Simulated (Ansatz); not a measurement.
# Run report: Al₁₂Pt, geometry relaxation (part 2 of 2)

Al₁₂Pt (slab, 13 atoms in the cell); DFT PBEsol, scalar-relativistic, plane waves, PAW, no spin polarisation (Ansatz 0.2.0); cutoff 420 eV, 3×3×1 k-mesh, Fermi–Dirac smearing of 0.05 eV. The input holds or restrains some coordinates. Forces given for the steps count only the free coordinates. It belongs to a series of runs on one base structure; here: end point A relaxed.

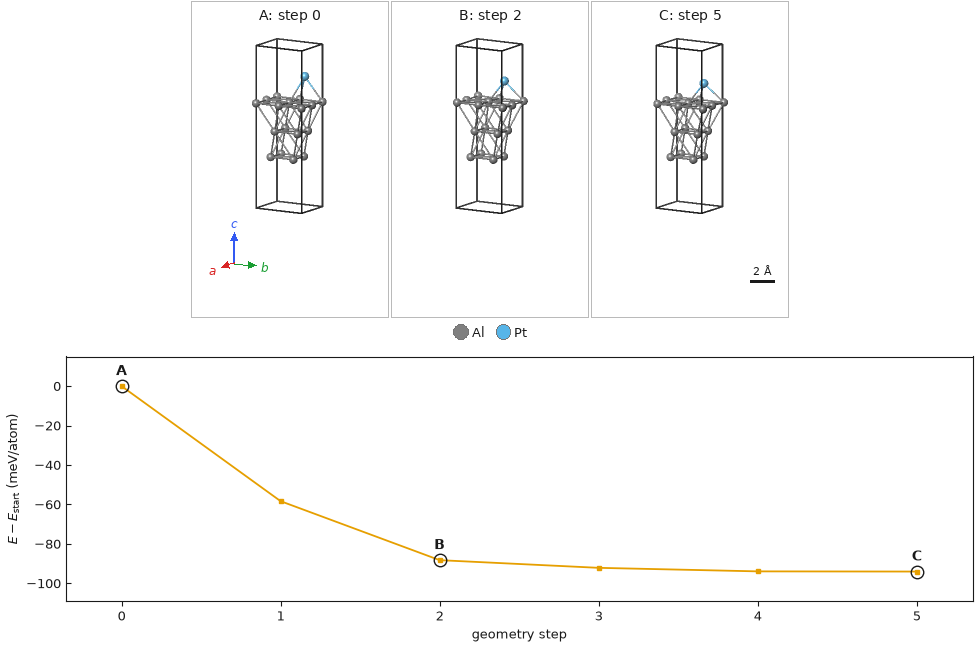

Fig. 1: Frames of the restrained relaxation (ball-and-stick view of the cell of the calculation, with the vacuum cut short, seen slightly off an axis) above the curves, on which the letters mark them (the first geometry is step 0 here and step 1 in the log).

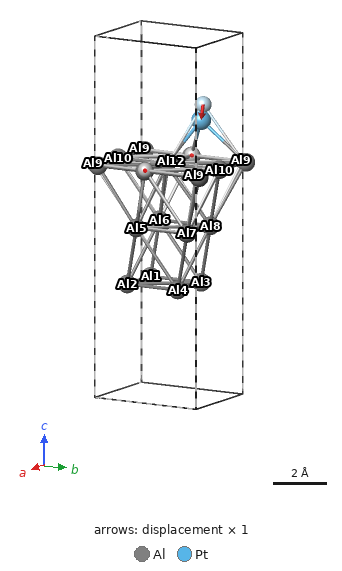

Fig. 2: Start (faint) and end (solid) with the displacements as red arrows, at true length (ball-and-stick view of the cell of the calculation, with the vacuum cut short, seen slightly off an axis). Over 5 geometry steps the energy falls by 94.0 meV per atom. Largest force component: 3.7 eV/Å at the start, 0.0047 eV/Å at the end. The atom that moves furthest is Pt13 (0.59 Å). By element the largest moves are Pt 0.59 Å, Al 0.13 Å. The cell doesn't change. Among the contacts that change: Al12–Pt13 2.727 → 2.361 Å, Al11–Pt13 2.639 → 2.360 Å, Al9–Pt13 2.633 → 2.360 Å, Al11–Al12 2.864 → 3.078 Å. Among the angles that change: Al11–Pt13–Al12 64.5° → 81.4°, Al9–Pt13–Al12 64.6° → 81.4°, Al9–Pt13–Al11 65.8° → 81.5°. (Atoms are counted from 1 in the order of the input.)

```
SCF converged after 9 iterations
Free energy (F): -18675.401325 eV
Harris-Foulkes:  -18675.401325 eV  (|F-HF|=6.88e-9)
Internal energy: -18675.309899 eV  (E = F + TS)
E sigma→0 (E₀):  -18675.355612 eV
Entropy (-TS):   -0.091425 eV (-7.033 meV/atom)
Fermi energy:    1.765821 eV
--- Per-component energies (eV) ---
  E_band       = -592.597120
  E_kinetic    = 907.458653
  E_local      = -9880.998385  (includes V_loc(G=0)·N_el)
  E_nonlocal   = 331.869528
  E_hartree    = 4515.360044
  E_xc         = -726.370911
  E_vxc        = -643.081240  (∫ρ·V_xc dr)
  E_paw        = -14774.970985  (= ΣΔE_a)
  E_vpaw       = -338.564796  (= ΣTr[D̂ρ^β])
  E_aug_tail   = 0.000161  (compensation charges beyond the density's cutoff)
  E_ewald      = 951.825346
  E_core_change = 0.516650  (= ΣΔE_core)
  E_smearing   = -0.091425  (= −TS)
  E_closure    = -0.000000  (closes the sum)
  Σ components = -18675.401325   (vs F -18675.401325, Δ=0.00e0)
--- Forces (eV/Å), atoms counted from 1 ---
  atom   1  Al     0.03298519    -0.01905997    -0.07263887
  atom   2  Al    -0.03293703    -0.01929974    -0.07399533
  atom   3  Al    -0.00020506     0.00012451     0.21361963
  atom   4  Al     0.00023275     0.03818493    -0.07407247
  atom   5  Al    -0.00052057     0.00027341    -0.00084549
  atom   6  Al    -0.00063119    -0.00001153    -0.00214505
  atom   7  Al     0.00017053    -0.00003376     0.00148208
  atom   8  Al    -0.00031076     0.00061519    -0.00198635
  atom   9  Al    -0.00008447     0.00248377     0.00466113
  atom  10  Al    -0.00154811     0.00101992     0.00250721
  atom  11  Al    -0.00229246    -0.00126377     0.00452581
  atom  12  Al     0.00339653    -0.00199338     0.00097478
  atom  13  Pt     0.00174670    -0.00104099    -0.00207916
  max |Σ_I F_I| component: 7.92e-6 eV/Å
--- Relaxed structure (6 steps of the walk, 6 accepted, 0 SCFs on fresh bases) ---
  F+E_penalty+E_count = -18675.40132453 eV   max|allowed force component| = 4.661e-3 eV/Å
  atoms:
    - { symbol: Al, position: [0.16666669999999997, 0.1666667, 0.05996449999999998] }
    - { symbol: Al, position: [0.6666666999999998, 0.1666667, 0.05996449999999998] }
    - { symbol: Al, position: [0.16666669999999995, 0.6666666999999998, 0.05996449999999998] }
    - { symbol: Al, position: [0.6666666999999997, 0.6666666999999998, 0.05996449999999998] }
    - { symbol: Al, position: [-0.16672693443277622, 0.33336655957045014, 0.19823753521459211] }
    - { symbol: Al, position: [0.3341870180660631, 0.3317580035641567, 0.19946758167210152] }
    - { symbol: Al, position: [-0.16816171850455253, 0.8340778557483154, 0.19934465125677112] }
    - { symbol: Al, position: [0.3341867248383782, 0.8340483378204828, 0.1994626462239672] }
    - { symbol: Al, position: [-0.012519841663485787, 0.02513747760151342, 0.3375266317062645] }
    - { symbol: Al, position: [0.5001662801196172, -8.802800980957833e-5, 0.3379933921287117] }
    - { symbol: Al, position: [-0.012512946705572625, 0.4873923449323267, 0.33753379892376556] }
    - { symbol: Al, position: [0.5248582202369874, 0.48757176486925774, 0.3377405007465514] }
    - { symbol: Pt, position: [0.16598080090136852, 0.6670301190182332, 0.43070785305751513] }
```

## Trajectory as extended XYZ (Å, eV, eV/Å), 6 frames, from step=1 to step=6
```
13
Lattice="5.7276 0.0000 0.0000 2.8638 4.9602 0.0000 0.0000 0.0000 16.6765" Properties=species:S:1:pos:R:3:forces:R:3 step=1 energy=-18674.17923
Al    1.4319    0.8267    1.0000    0.0526  -0.0303  -0.0172
Al    4.2957    0.8267    1.0000   -0.0498  -0.0299  -0.0123
Al    2.8638    3.3068    1.0000   -0.0010   0.0006   0.2732
Al    5.7276    3.3068    1.0000    0.0011   0.0579  -0.0120
Al    0.0000    1.6534    3.3383   -0.0080   0.0052   0.0407
Al    2.8638    1.6534    3.3383    0.0022  -0.0961   0.0906
Al    1.4319    4.1335    3.3383   -0.0867   0.0499   0.0848
Al    4.2957    4.1335    3.3383    0.0846   0.0461   0.0904
Al    0.0000    0.0000    5.6765   -0.0043   0.1884   1.1082
Al    2.8638    0.0000    5.6765   -0.0124   0.0083  -0.0808
Al    1.4319    2.4801    5.6765   -0.1595  -0.0863   1.1083
Al    4.2957    2.4801    5.6765    0.0885  -0.0503   1.0711
Pt    2.7820    3.3603    7.7665    0.0930  -0.0634  -3.7443
13
Lattice="5.7276 0.0000 0.0000 2.8638 4.9602 0.0000 0.0000 0.0000 16.6765" Properties=species:S:1:pos:R:3:forces:R:3 step=2 energy=-18674.93741
Al    1.4319    0.8267    1.0000    0.0094  -0.0057  -0.0400
Al    4.2957    0.8267    1.0000   -0.0092  -0.0131  -0.0332
Al    2.8638    3.3068    1.0000   -0.0059   0.0037   0.2944
Al    5.7276    3.3068    1.0000    0.0065   0.0147  -0.0328
Al   -0.0008    1.6539    3.3445   -0.0074   0.0049   0.1165
Al    2.8638    1.6496    3.3475   -0.0010  -0.0390   0.1324
Al    1.4283    4.1356    3.3470   -0.0390   0.0226   0.1141
Al    4.2990    4.1354    3.3474    0.0336   0.0205   0.1313
Al    0.0002    0.0251    5.7208   -0.0048   0.4304   0.5341
Al    2.8630    0.0005    5.6743   -0.0082   0.0057  -0.0687
Al    1.4109    2.4678    5.7215   -0.3646  -0.2039   0.5441
Al    4.3084    2.4728    5.7286    0.2142  -0.1227   0.6593
Pt    2.7917    3.3538    7.5720    0.1764  -0.1179  -2.3539
13
Lattice="5.7276 0.0000 0.0000 2.8638 4.9602 0.0000 0.0000 0.0000 16.6765" Properties=species:S:1:pos:R:3:forces:R:3 step=3 energy=-18675.32622
Al    1.4319    0.8267    1.0000   -0.0053   0.0028   0.0243
Al    4.2957    0.8267    1.0000    0.0020  -0.0054   0.0316
Al    2.8638    3.3068    1.0000   -0.0071   0.0045   0.3519
Al    5.7276    3.3068    1.0000    0.0055   0.0013   0.0320
Al   -0.0028    1.6552    3.3612   -0.0136   0.0091   0.0497
Al    2.8633    1.6489    3.3701    0.0013   0.0114   0.0239
Al    1.4262    4.1368    3.3656    0.0028  -0.0017   0.0036
Al    4.2994    4.1363    3.3698   -0.0087  -0.0066   0.0227
Al   -0.0004    0.0952    5.7369   -0.0193   0.3002  -0.0060
Al    2.8618    0.0014    5.6676   -0.0001   0.0002   0.0227
Al    1.3508    2.4340    5.7390   -0.2693  -0.1319  -0.0057
Al    4.3507    2.4485    5.7678    0.2294  -0.1311   0.0257
Pt    2.8161    3.3377    7.3794    0.0825  -0.0528  -0.5802
13
Lattice="5.7276 0.0000 0.0000 2.8638 4.9602 0.0000 0.0000 0.0000 16.6765" Properties=species:S:1:pos:R:3:forces:R:3 step=4 energy=-18675.37680
Al    1.4319    0.8267    1.0000    0.0476  -0.0277  -0.0587
Al    4.2957    0.8267    1.0000   -0.0510  -0.0351  -0.0534
Al    2.8638    3.3068    1.0000   -0.0108   0.0070   0.2278
Al    5.7276    3.3068    1.0000    0.0047   0.0620  -0.0531
Al   -0.0030    1.6554    3.3291   -0.0269   0.0178  -0.2576
Al    2.8624    1.6391    3.3207    0.0039   0.0143  -0.0280
Al    1.4162    4.1427    3.3157    0.0105  -0.0063  -0.0457
Al    4.3075    4.1420    3.3204   -0.0102  -0.0106  -0.0292
Al   -0.0026    0.1226    5.5759   -0.0229   0.0092   0.2630
Al    2.8595    0.0029    5.6846    0.0053  -0.0034  -0.1211
Al    1.3262    2.4225    5.5775   -0.0218   0.0154   0.2607
Al    4.3701    2.4375    5.6021    0.0275  -0.0143   0.2427
Pt    2.8214    3.3343    7.1795    0.0443  -0.0285  -0.3491
13
Lattice="5.7276 0.0000 0.0000 2.8638 4.9602 0.0000 0.0000 0.0000 16.6765" Properties=species:S:1:pos:R:3:forces:R:3 step=5 energy=-18675.40010
Al    1.4319    0.8267    1.0000    0.0304  -0.0176  -0.0926
Al    4.2957    0.8267    1.0000   -0.0318  -0.0205  -0.0971
Al    2.8638    3.3068    1.0000   -0.0037   0.0023   0.1833
Al    5.7276    3.3068    1.0000    0.0018   0.0379  -0.0974
Al   -0.0031    1.6554    3.3041   -0.0045   0.0030  -0.0009
Al    2.8648    1.6460    3.3187   -0.0035   0.0028   0.0318
Al    1.4249    4.1375    3.3093    0.0052  -0.0028   0.0404
Al    4.3027    4.1363    3.3182   -0.0044   0.0018   0.0322
Al    0.0025    0.1278    5.6133   -0.0129   0.0078   0.0107
Al    2.8666   -0.0017    5.6270   -0.0036   0.0023  -0.0003
Al    1.3233    2.4145    5.6148   -0.0150   0.0070   0.0087
Al    4.3929    2.4239    5.6384    0.0301  -0.0166  -0.0175
Pt    2.8405    3.3219    7.1763    0.0117  -0.0074  -0.0024
13
Lattice="5.7276 0.0000 0.0000 2.8638 4.9602 0.0000 0.0000 0.0000 16.6765" Properties=species:S:1:pos:R:3:forces:R:3 step=6 energy=-18675.40132
Al    1.4319    0.8267    1.0000    0.0330  -0.0191  -0.0726
Al    4.2957    0.8267    1.0000   -0.0329  -0.0193  -0.0740
Al    2.8638    3.3068    1.0000   -0.0002   0.0001   0.2136
Al    5.7276    3.3068    1.0000    0.0002   0.0382  -0.0741
Al   -0.0003    1.6536    3.3059   -0.0005   0.0003  -0.0008
Al    2.8642    1.6456    3.3264   -0.0006   0.0000  -0.0021
Al    1.4255    4.1372    3.3244    0.0002   0.0000   0.0015
Al    4.3026    4.1371    3.3263   -0.0003   0.0006  -0.0020
Al    0.0003    0.1247    5.6288   -0.0001   0.0025   0.0047
Al    2.8645   -0.0004    5.6366   -0.0015   0.0010   0.0025
Al    1.3241    2.4176    5.6289   -0.0023  -0.0013   0.0045
Al    4.4025    2.4185    5.6323    0.0034  -0.0020   0.0010
Pt    2.8609    3.3086    7.1827    0.0017  -0.0010  -0.0021
```

The run was set up as follows.

## Input file
```yaml
crystal:
  lattice:
    - [5.727565, 0.0, 0.0]
    - [2.863782, 4.960217, 0.0]
    - [0.0, 0.0, 16.676537]
  atoms:
    - { symbol: Al, position: [0.1666667, 0.1666667, 0.0599645] }
    - { symbol: Al, position: [0.6666667, 0.1666667, 0.0599645] }
    - { symbol: Al, position: [0.1666667, 0.6666667, 0.0599645] }
    - { symbol: Al, position: [0.6666667, 0.6666667, 0.0599645] }
    - { symbol: Al, position: [-0.1666667, 0.3333333, 0.2001776] }
    - { symbol: Al, position: [0.3333333, 0.3333333, 0.2001776] }
    - { symbol: Al, position: [-0.1666667, 0.8333333, 0.2001776] }
    - { symbol: Al, position: [0.3333333, 0.8333333, 0.2001776] }
    - { symbol: Al, position: [0.0, 0.0, 0.3403906] }
    - { symbol: Al, position: [0.5, 0.0, 0.3403906] }
    - { symbol: Al, position: [0.0, 0.5, 0.3403906] }
    - { symbol: Al, position: [0.5, 0.5, 0.3403906] }
    - { symbol: Pt, position: [0.1469925, 0.6774514, 0.4657164] }
basis:
  ecutwfc: 420.0
kpoints:
  mp_grid: { grid: [3, 3, 1] }
hamiltonian:
  xc: pbesol
scf:
  occupations: { method: fermi_dirac, width: 0.05 }
  lower_state_search: "off"
relax:
  f_tol: 0.03
  max_steps: 60
  adjacent_minimum: "off"
  constraints: [{ sites: [0, 1, 2, 3] }]
```

Command:
```bash
ansatz run input.yaml --threads 1 --pin off --max-ram 3072MiB --backend cpu --events-out ev --progress --plain --runs-dir out
```

## Summary

```tsv
quantity	value
outcome	converged under the restraints of the input
electrons treated	54
free energy	−18675.4013 eV
Fermi energy	1.766 eV
final volume	473.78 Å³
largest force (length of the vector) at the end, held atoms and coordinates included	0.214 eV/Å
hardware	1 thread of Arm Neoverse V1, 24 GiB of memory available, shared host
wall time	46 s
peak memory	0.54 GiB
```

## Remarks

Spin–orbit coupling is left out, which matters for Pt.
